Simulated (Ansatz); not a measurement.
```
Ca Cs F
1.0
     6.16034    0.00000    0.00000
     0.00000    6.16034    0.00000
     0.00000    0.00000   12.28128
Ca Cs F
2 6 16
Direct
  0.00000 0.00000 0.00000
  0.50000 0.50000 0.50000
  0.50000 0.00000 0.25000
  0.00000 0.50000 0.75000
  0.00000 0.50000 0.25000
  0.50000 0.00000 0.75000
  0.00000 0.00000 0.50000
  0.50000 0.50000 0.00000
  0.23330 0.23330 0.11691
  0.73330 0.73330 0.61691
  0.76670 0.23330 0.11691
  0.26670 0.73330 0.61691
  0.26670 0.26670 0.61691
  0.76670 0.76670 0.11691
  0.23330 0.76670 0.11691
  0.73330 0.26670 0.61691
  0.73330 0.26670 0.38309
  0.23330 0.76670 0.88309
  0.26670 0.26670 0.38309
  0.76670 0.76670 0.88309
  0.26670 0.73330 0.38309
  0.76670 0.23330 0.88309
  0.23330 0.23330 0.88309
  0.73330 0.73330 0.38309
```

Space group I4/mmm; built by placing these elements on a known structure type; not relaxed (largest force 0.7 eV/Å); computed pressure about 2 GPa in this cell; computed without spin polarisation.

The calculation used Ansatz 0.2.0, DFT, PAW plane waves, r2SCAN.

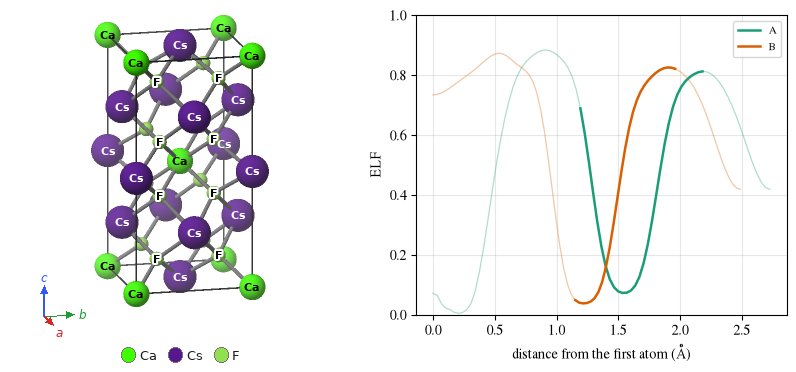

Cs₃CaF₈. ELF along straight lines between neighbouring atoms. Thin, pale parts lie inside the atomic spheres. The structure is drawn too.

In a PAW calculation such maps are meaningful between the atoms, not at the nuclei.

### Which curve belongs to which contact (Ca–F and Cs–F)? The first atom named is at distance zero.

Curve A: Cs–F (2.73 Å): the ELF is about 0.25 at the midpoint and 0.05 at its lowest between the atoms; no shared electron pair shows on this line. Curve B: Ca–F (2.49 Å): the ELF is about 0.05 at the midpoint; no shared electron pair shows on this line.
